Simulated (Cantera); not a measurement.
Feed: 1 mol Pb, 6.1 mol H₂, at 180 Pa.

Equilibrium computed with Cantera from the NASA thermochemical tables; the gas is ideal and each condensed phase is pure. Candidate condensed phases: Pb; 4 gas species. The numbers say what is thermodynamically allowed, not how fast it happens.

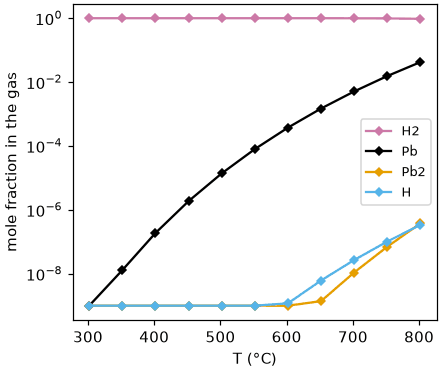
Figure. Equilibrium gas composition (values under 1e-9 drawn at 1e-9)

Task: Read off the mole fractions at 702 °C.

Result: H₂ about 0.99, Pb about 0.0051, H about 2.7e-8, Pb₂ about 1.1e-8.
